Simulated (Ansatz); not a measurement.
**Mo: pressure series**

Consider Mo in the bcc (W type) structure (space group Im-3m, No. 229; a = 3.1509 Å).

Cell and atoms are relaxed at each pressure.

The values are results of Ansatz (a first-principles code) r2SCAN, no spin-orbit coupling, earlier PAW set, not measurements.

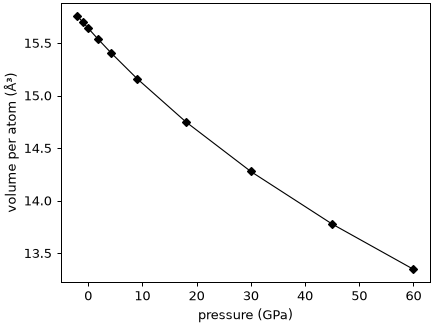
Figure. Volume per atom against pressure

```json
[
 {"pressure (GPa)": "-2", "volume per atom": "15.76 Å³"},
 {"pressure (GPa)": "-1", "volume per atom": "15.70 Å³"},
 {"pressure (GPa)": "1.8", "volume per atom": "15.54 Å³"},
 {"pressure (GPa)": "4.2", "volume per atom": "15.41 Å³"},
 {"pressure (GPa)": "9", "volume per atom": "15.16 Å³"},
 {"pressure (GPa)": "18", "volume per atom": "14.75 Å³"},
 {"pressure (GPa)": "30", "volume per atom": "14.28 Å³"},
 {"pressure (GPa)": "45", "volume per atom": "13.78 Å³"},
 {"pressure (GPa)": "60", "volume per atom": "13.35 Å³"}
]
```

Load acts through the strain it causes; cell and atoms are relaxed under it. Stability against distortions was not tested. Competing high-pressure phases were not computed. The final runs are not spin-polarised.
